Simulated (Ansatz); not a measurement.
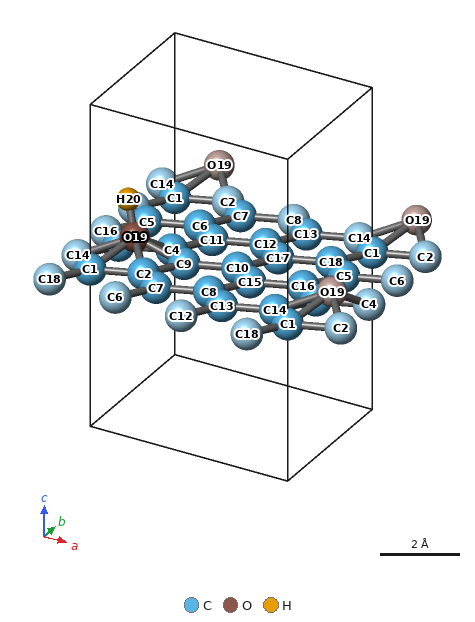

The structure as given in the input (ball-and-stick view of the cell of the calculation, with the vacuum cut short, seen slightly off an axis; neighbours outside the cell are drawn fainter; atoms are numbered from 1 in the order of the input). An atom can appear more than once, as a periodic image. Near neighbours in the periodic cell (some may lie outside the picture): C has 3 C at 1.42 Å and 1 O at 1.46 to 1.63 Å; C has 3 C at 1.42 Å; O has 6 C at 1.46 to 1.63 Å and 1 H at 0.98 Å; H has 1 O at 0.98 Å.

## C$_{18}$HO: geometry relaxation (part 1 of 3)

C$_{18}$HO (slab, 20 atoms in the cell), computed with DFT PBE-D3(BJ), scalar-relativistic, plane waves, PAW, spin-polarised (Ansatz 0.2.0).

The run did not end well. It belongs to a series of runs on one base structure; here: start relaxed. Figures and captions count atoms from 1; the log counts them from 0 in places.

## Input file
```yaml
crystal:
  lattice:
    - [7.398, 0.0, 0.0]
    - [-3.699, 6.406856, 0.0]
    - [0.0, 0.0, 13.0]
  atoms:
    - { symbol: C, position: [0.0, 0.0, 0.0769231] }
    - { symbol: C, position: [0.2222222, 0.1111111, 0.0769231] }
    - { symbol: C, position: [0.0, 0.3333333, 0.0769231] }
    - { symbol: C, position: [0.2222222, 0.4444444, 0.0769231] }
    - { symbol: C, position: [0.0, 0.6666667, 0.0769231] }
    - { symbol: C, position: [0.2222222, 0.7777778, 0.0769231] }
    - { symbol: C, position: [0.3333333, 0.0, 0.0769231] }
    - { symbol: C, position: [0.5555556, 0.1111111, 0.0769231] }
    - { symbol: C, position: [0.3333333, 0.3333333, 0.0769231] }
    - { symbol: C, position: [0.5555556, 0.4444444, 0.0769231] }
    - { symbol: C, position: [0.3333333, 0.6666667, 0.0769231] }
    - { symbol: C, position: [0.5555556, 0.7777778, 0.0769231] }
    - { symbol: C, position: [0.6666667, 0.0, 0.0769231] }
    - { symbol: C, position: [0.8888889, 0.1111111, 0.0769231] }
    - { symbol: C, position: [0.6666667, 0.3333333, 0.0769231] }
    - { symbol: C, position: [0.8888889, 0.4444444, 0.0769231] }
    - { symbol: C, position: [0.6666667, 0.6666667, 0.0769231] }
    - { symbol: C, position: [0.8888889, 0.7777778, 0.0769231] }
    - { symbol: O, position: [0.1239346, 0.2363105, 0.1223077], spin: 1.0 }
    - { symbol: H, position: [0.0880311, 0.24439, 0.1938462] }
magnetization:
  spin_polarized: true
basis:
  ecutwfc: 420.0
kpoints:
  mp_grid: { grid: [2, 2, 1] }
hamiltonian:
  xc: pbe
  dispersion: d3bj
scf:
  occupations: { method: fermi_dirac, width: 0.02 }
  lower_state_search: "off"
relax:
  f_tol: 0.08
  max_steps: 25
  adjacent_minimum: "off"
```

Launched with:
```bash
ansatz run input.yaml --threads 2 --pin off --max-ram 5120MiB --backend cpu --events-out ev --progress --plain --runs-dir out
```

## Output
```
Engine: ansatz 0.2.0, aarch64-unknown-linux-gnu
Pseudopotentials: kind: paw
Pseudopotential: C, paw, valence charge 4, recommended cutoff 420 eV (normal), C.paw.azcp
Pseudopotential: O, paw, valence charge 6, recommended cutoff 420 eV (normal), O.paw.azcp
Pseudopotential: H, paw, valence charge 1, recommended cutoff 420 eV (normal), H.paw.azcp
Functional definition: PBE
  parameter kappa = 0.804
  parameter beta = 0.06672455060314922
  exchange = pbe_x(kappa = kappa, mu = beta*pi^2/3)
  correlation = pbe_c(beta = beta)
Crystal: 20 atoms, lattice volume = 616.173 Å³
Basis set: ecut = 420 eV, 12055 PW (Γ), exchange–correlation on 100×100×180 points (8 copies of the dense FFT grid, shifted against one another)
Bands: 60, of which v1, the nominal top of the filled ones, is band 40 counted from 1 (39 counted from 0)
Symmetry: 1 space group operations
Space group: P1 (ITA 1), of the structure as read, at distance tolerance 8.5e-5 Å
Magnetic group: BNS 1.1 (UNI 1), of the structure as read, at distance tolerance 8.5e-5 Å
k-points: 4
Non-local potential: C, projectors of the file, l = 0: 2, l = 1: 2, l = 2: 1
Non-local potential: O, projectors of the file, l = 0: 2, l = 1: 2, l = 2: 1
Non-local potential: H, projectors of the file, l = 0: 2, l = 1: 1
PAW form: soft (Blöchl's): semilocal exchange-correlation on the pseudo side does not see the compensation charge
PAW one-centre angular grid: C, 110 points (default); XC on 64 Gauss nodes
PAW one-centre angular grid: O, 110 points (default); XC on 64 Gauss nodes
PAW one-centre angular grid: H, 110 points (default); XC on 64 Gauss nodes
Initial density: superposition of atomic densities (neutral atoms: chi_scale 0, normalization atom)
Starting moments: Σ|m| = 1 μB on 1 of 20 sites
Initial wavefunctions: pseudopotential atomic-orbital guess
Functional: x = pbe(κ = 0.804, μ = 0.2195149727645171), c = pbe(β = 0.06672455060314922)
SCF iter   1: F=—  HF=-5091.664789 eV  |F-HF|=—  |Δ(HF+E_count)|=         —  Δρ=3.68e-2 (↑3.56e-2 ↓3.68e-2)  dr2=3.06e1  dr2_m=3.96e-1  M=0.500 μB ∫|m|=0.597 μB  β_m=0.30  ethr=3.10e-3  ⟨swp⟩=8.5  Hψ=2661  notcnv=0  defer=61
preconditioner: auto → LDOS  [metal: Δε(μ)=0.017 eV  Ē_g=16.097 eV  σ=0.020 eV  W_gap=0.21  n_scr=68 (ndim 8)  ℏωp=13.1 eV  f_vac=0.666  D(μ)=6.09/eV (n_scr^D=22)]
spin=Collinear: LDOS preconditioning applied to the charge; magnetization (m = ρ↑ − ρ↓) channel mixes plain (no charge-response kernel on spin).
SCF iter   2: F=—  HF=-5084.601734 eV  |F-HF|=—  |Δ(HF+E_count)|=    7.06e0  Δρ=2.35e-2 (↑2.33e-2 ↓2.35e-2)  dr2=1.30e1  dr2_m=2.24e-1  M=0.500 μB ∫|m|=0.590 μB  β_m=0.30  ethr=3.10e-3  ⟨swp⟩=2.2  Hψ=920  notcnv=0  defer=112
SCF iter   3: F=—  HF=-5079.850149 eV  |F-HF|=—  |Δ(HF+E_count)|=    4.75e0  Δρ=1.07e-2 (↑1.07e-2 ↓5.88e-3)  dr2=8.63e-1  dr2_m=1.39e-1  M=0.500 μB ∫|m|=0.580 μB  β_m=0.30  ethr=3.10e-3  ⟨swp⟩=8.4  Hψ=1571  notcnv=0  defer=109
SCF iter   4: F=—  HF=-5079.978437 eV  |F-HF|=—  |Δ(HF+E_count)|=   1.28e-1  Δρ=7.08e-3 (↑7.08e-3 ↓3.33e-3)  dr2=3.84e-1  dr2_m=7.65e-2  M=0.500 μB ∫|m|=0.571 μB  β_m=0.30  ethr=1.09e-3  ⟨swp⟩=4.1  Hψ=664  notcnv=0  defer=96
SCF iter   5: F=—  HF=-5080.025106 eV  |F-HF|=—  |Δ(HF+E_count)|=   4.67e-2  Δρ=5.32e-3 (↑5.32e-3 ↓2.19e-3)  dr2=2.11e-1  dr2_m=4.37e-2  M=0.500 μB ∫|m|=0.567 μB  β_m=0.30  ethr=4.86e-4  ⟨swp⟩=2.4  Hψ=493  notcnv=0  defer=96
SCF iter   6: F=—  HF=-5080.026739 eV  |F-HF|=—  |Δ(HF+E_count)|=   1.63e-3  Δρ=4.16e-3 (↑4.16e-3 ↓1.24e-3)  dr2=1.25e-1  dr2_m=2.55e-2  M=0.500 μB ∫|m|=0.563 μB  β_m=0.30  ethr=2.67e-4  ⟨swp⟩=4.1  Hψ=486  notcnv=0  defer=96
SCF iter   7: F=—  HF=-5080.024146 eV  |F-HF|=—  |Δ(HF+E_count)|=   2.59e-3  Δρ=3.09e-3 (↑3.09e-3 ↓1.04e-3)  dr2=6.77e-2  dr2_m=1.45e-2  M=0.500 μB ∫|m|=0.561 μB  β_m=0.30  ethr=1.58e-4  ⟨swp⟩=3.9  Hψ=480  notcnv=0  defer=96
Mixer restart at iter 7: flushing history
spin-set hold released at iteration 7 (site moments contracting): the magnetisation degrees of freedom join the quasi-Newton model from the next iteration; the mixer history was flushed
SCF iter   8: F=—  HF=-5080.028164 eV  |F-HF|=—  |Δ(HF+E_count)|=   4.02e-3  Δρ=2.68e-3 (↑2.68e-3 ↓8.51e-4)  dr2=5.99e-2  dr2_m=8.57e-3  M=0.500 μB ∫|m|=0.559 μB  β_m=0.64  ethr=8.57e-5  ⟨swp⟩=3.0  Hψ=531  notcnv=0  defer=96
SCF iter   9: F=—  HF=-5080.031117 eV  |F-HF|=—  |Δ(HF+E_count)|=   2.95e-3  Δρ=1.21e-3 (↑1.21e-3 ↓1.19e-3)  dr2=3.39e-2  dr2_m=7.89e-5  M=0.500 μB ∫|m|=0.555 μB  β_m=0.69  ethr=7.58e-5  ⟨swp⟩=4.4  Hψ=647  notcnv=0  defer=96
SCF iter  10: F=—  HF=-5080.029809 eV  |F-HF|=—  |Δ(HF+E_count)|=   1.31e-3  Δρ=1.11e-3 (↑8.11e-4 ↓1.11e-3)  dr2=2.17e-2  dr2_m=2.02e-4  M=0.500 μB ∫|m|=0.557 μB  β_m=0.73  ethr=4.30e-5  ⟨swp⟩=3.9  Hψ=537  notcnv=0  defer=96
SCF iter  11: F=—  HF=-5080.028129 eV  |F-HF|=—  |Δ(HF+E_count)|=   1.68e-3  Δρ=6.58e-4 (↑3.13e-4 ↓6.58e-4)  dr2=5.21e-3  dr2_m=2.62e-4  M=0.500 μB ∫|m|=0.560 μB  β_m=0.82  ethr=2.74e-5  ⟨swp⟩=5.5  Hψ=690  notcnv=0  defer=96
SCF iter  12: F=—  HF=-5080.027818 eV  |F-HF|=—  |Δ(HF+E_count)|=   3.11e-4  Δρ=2.54e-4 (↑1.74e-4 ↓2.54e-4)  dr2=7.42e-4  dr2_m=7.80e-5  M=0.500 μB ∫|m|=0.561 μB  β_m=0.80  ethr=6.59e-6  ⟨swp⟩=4.5  Hψ=794  notcnv=0  defer=98
SCF iter  13: F=—  HF=-5080.027934 eV  |F-HF|=—  |Δ(HF+E_count)|=   1.15e-4  Δρ=1.17e-4 (↑1.17e-4 ↓8.11e-5)  dr2=1.35e-4  dr2_m=2.73e-5  M=0.500 μB ∫|m|=0.561 μB  β_m=0.84  ethr=9.39e-7  ⟨swp⟩=4.0  Hψ=793  notcnv=0  defer=98
iter 14 did not close the SCF: its close was put off for a magnetic moment that had not settled (scf_convergence_deferred on its scf_iter line)
SCF iter  14: F=-5080.027979 eV  HF=-5080.027977 eV  |F-HF|=1.83e-6  |Δ(HF+E_count)|=   4.33e-5  Δρ=7.17e-5 (↑7.17e-5 ↓4.43e-5)  dr2=3.84e-5  dr2_m=1.10e-5  M=0.500 μB ∫|m|=0.560 μB  β_m=0.92  ethr=1.27e-7  ⟨swp⟩=2.1  Hψ=1602  notcnv=0
iter 15 did not close the SCF: its close was put off for a magnetic moment that had not settled (scf_convergence_deferred on its scf_iter line)
SCF iter  15: F=-5080.028002 eV  HF=-5080.028004 eV  |F-HF|=2.21e-6  |Δ(HF+E_count)|=   2.75e-5  Δρ=3.82e-5 (↑3.82e-5 ↓2.36e-5)  dr2=1.66e-5  dr2_m=2.04e-6  M=0.500 μB ∫|m|=0.558 μB  β_m=0.91  ethr=4.86e-8  ⟨swp⟩=2.0  Hψ=1453  notcnv=0
iter 16 did not close the SCF: its close was put off for a magnetic moment that had not settled (scf_convergence_deferred on its scf_iter line)
SCF iter  16: F=-5080.028010 eV  HF=-5080.028009 eV  |F-HF|=6.92e-7  |Δ(HF+E_count)|=   4.47e-6  Δρ=1.59e-5 (↑1.46e-5 ↓1.59e-5)  dr2=5.31e-6  dr2_m=2.73e-7  M=0.500 μB ∫|m|=0.558 μB  β_m=0.88  ethr=2.10e-8  ⟨swp⟩=1.9  Hψ=1306  notcnv=0
SCF iter  17: F=-5080.028012 eV  HF=-5080.028011 eV  |F-HF|=1.03e-6  |Δ(HF+E_count)|=   2.29e-6  Δρ=7.03e-6 (↑6.61e-6 ↓7.03e-6)  dr2=8.47e-7  dr2_m=6.25e-8  M=0.500 μB ∫|m|=0.558 μB  ethr=6.72e-9  ⟨swp⟩=1.5  Hψ=1239  notcnv=0
SCF 1 converged in 17 iterations: F = -5080.028012 eV  dr2 = 8.47e-7
  greatest PAW one-centre occupation: 0.935 electrons in one spin orbital (limit 2), on the O atom at site 18 (counted from 0), in its partial waves of l = 0
relax step   1: F+E_penalty+E_count = -5080.02801215 eV  Δ(F+E_penalty+E_count) = +0.000e0 eV  max|allowed force component| = 2.576e1 eV/Å  Δτ_max = 0.0000 Å  (17 SCF iters, dr2 threshold 1.00e-4 eV, accepted)
Initial density: handed on by an earlier stage of this run
Starting moments: Σ|m| = 1 μB on 1 of 20 sites; this step starts from the density that it was given
Initial wavefunctions: those handed on with the density
iter 1 solved again at ethr=1.18e-3 eV; its pass at ethr=3.10e-3 eV (dr2=9.32e-1 eV) is discarded
[...]
preconditioner: auto → Resta (q_TF=auto, 1.937 Å⁻¹)  ε∞=1.9  [insulator: Δε(μ)=0.057 eV  Ē_g=14.115 eV  σ=0.020 eV  W_gap=0.61  n_scr=68 (ndim 8)  ℏωp=13.1 eV  f_vac=0.692  D(μ)=4.05/eV (n_scr^D=10)  ε∞_Penn≈1.9  vacuum switching on, ρ_ref=1.4e-2 e/Å³]
spin=Collinear: Resta preconditioning applied to the charge; magnetization (m = ρ↑ − ρ↓) channel mixes plain (no charge-response kernel on spin).
preconditioner: auto → LDOS  [metal: Δε(μ)=0.029 eV  Ē_g=14.117 eV  σ=0.020 eV  W_gap=0.34  n_scr=68 (ndim 8)  ℏωp=13.1 eV  f_vac=0.692  D(μ)=5.59/eV (n_scr^D=22)]
spin=Collinear: LDOS preconditioning applied to the charge; magnetization (m = ρ↑ − ρ↓) channel mixes plain (no charge-response kernel on spin).
  greatest PAW one-centre occupation: 0.923 electrons in one spin orbital (limit 2), on the O atom at site 18 (counted from 0), in its partial waves of l = 0
relax step   2: F+E_penalty+E_count = -5087.34833654 eV  Δ(F+E_penalty+E_count) = -7.320e0 eV  max|allowed force component| = 1.920e1 eV/Å  Δτ_max = 0.1999 Å  (10 SCF iters, dr2 threshold 1.00e-4 eV, accepted)
preconditioner: auto → LDOS  [metal: Δε(μ)=0.024 eV  Ē_g=13.938 eV  σ=0.020 eV  W_gap=0.27  n_scr=68 (ndim 8)  ℏωp=13.1 eV  f_vac=0.690  D(μ)=12.02/eV (n_scr^D=66)]
spin=Collinear: LDOS preconditioning applied to the charge; magnetization (m = ρ↑ − ρ↓) channel mixes plain (no charge-response kernel on spin).
  greatest PAW one-centre occupation: 0.913 electrons in one spin orbital (limit 2), on the O atom at site 18 (counted from 0), in its partial waves of l = 0
relax step   3: F+E_penalty+E_count = -5091.63023398 eV  Δ(F+E_penalty+E_count) = -4.282e0 eV  max|allowed force component| = 9.617e0 eV/Å  Δτ_max = 0.1947 Å  (12 SCF iters, dr2 threshold 1.00e-4 eV, accepted)
preconditioner: auto → Resta (q_TF=auto, 1.937 Å⁻¹)  ε∞=1.9  [insulator: Δε(μ)=0.089 eV  Ē_g=14.156 eV  σ=0.020 eV  W_gap=0.80  n_scr=68 (ndim 8)  ℏωp=13.3 eV  f_vac=0.687  D(μ)=2.53/eV (n_scr^D=2)  ε∞_Penn≈1.9  vacuum switching on, ρ_ref=1.5e-2 e/Å³]
spin=Collinear: Resta preconditioning applied to the charge; magnetization (m = ρ↑ − ρ↓) channel mixes plain (no charge-response kernel on spin).
  greatest PAW one-centre occupation: 0.903 electrons in one spin orbital (limit 2), on the O atom at site 18 (counted from 0), in its partial waves of l = 0
relax step   4: F+E_penalty+E_count = -5094.47740637 eV  Δ(F+E_penalty+E_count) = -2.847e0 eV  max|allowed force component| = 5.081e0 eV/Å  Δτ_max = 0.1948 Å  (17 SCF iters, dr2 threshold 1.00e-4 eV, accepted)
preconditioner: auto → Resta (q_TF=auto, 1.937 Å⁻¹)  ε∞=1.9  [insulator: Δε(μ)=0.119 eV  Ē_g=14.074 eV  σ=0.020 eV  W_gap=0.90  n_scr=68 (ndim 8)  ℏωp=13.3 eV  f_vac=0.683  D(μ)=1.54/eV (n_scr^D=2)  ε∞_Penn≈1.9  vacuum switching on, ρ_ref=1.4e-2 e/Å³]
spin=Collinear: Resta preconditioning applied to the charge; magnetization (m = ρ↑ − ρ↓) channel mixes plain (no charge-response kernel on spin).
preconditioner: auto → LDOS  [metal: Δε(μ)=0.020 eV  Ē_g=14.096 eV  σ=0.020 eV  W_gap=0.25  n_scr=68 (ndim 8)  ℏωp=13.3 eV  f_vac=0.684  D(μ)=6.01/eV (n_scr^D=22)]
spin=Collinear: LDOS preconditioning applied to the charge; magnetization (m = ρ↑ − ρ↓) channel mixes plain (no charge-response kernel on spin).
  greatest PAW one-centre occupation: 0.892 electrons in one spin orbital (limit 2), on the O atom at site 18 (counted from 0), in its partial waves of l = 0
relax step   5: F+E_penalty+E_count = -5096.46135677 eV  Δ(F+E_penalty+E_count) = -1.984e0 eV  max|allowed force component| = 3.584e0 eV/Å  Δτ_max = 0.1950 Å  (11 SCF iters, dr2 threshold 1.00e-4 eV, accepted)
preconditioner: auto → Resta (q_TF=auto, 1.937 Å⁻¹)  ε∞=1.9  [insulator: Δε(μ)=0.225 eV  Ē_g=14.066 eV  σ=0.020 eV  W_gap=0.99  n_scr=68 (ndim 8)  ℏωp=13.3 eV  f_vac=0.679  D(μ)=0.10/eV (n_scr^D=0)  ε∞_Penn≈1.9  vacuum switching on, ρ_ref=1.4e-2 e/Å³]
spin=Collinear: Resta preconditioning applied to the charge; magnetization (m = ρ↑ − ρ↓) channel mixes plain (no charge-response kernel on spin).
  greatest PAW one-centre occupation: 0.884 electrons in one spin orbital (limit 2), on the O atom at site 18 (counted from 0), in its partial waves of l = 0
relax step   6: F+E_penalty+E_count = -5097.66919142 eV  Δ(F+E_penalty+E_count) = -1.208e0 eV  max|allowed force component| = 2.620e0 eV/Å  Δτ_max = 0.1970 Å  (13 SCF iters, dr2 threshold 1.00e-4 eV, accepted)
preconditioner: auto → Resta (q_TF=auto, 1.937 Å⁻¹)  ε∞=1.9  [insulator: Δε(μ)=0.191 eV  Ē_g=14.140 eV  σ=0.020 eV  W_gap=0.98  n_scr=68 (ndim 8)  ℏωp=13.3 eV  f_vac=0.677  D(μ)=0.25/eV (n_scr^D=0)  ε∞_Penn≈1.9  vacuum switching on, ρ_ref=1.5e-2 e/Å³]
spin=Collinear: Resta preconditioning applied to the charge; magnetization (m = ρ↑ − ρ↓) channel mixes plain (no charge-response kernel on spin).
  greatest PAW one-centre occupation: 0.880 electrons in one spin orbital (limit 2), on the O atom at site 18 (counted from 0), in its partial waves of l = 0
```
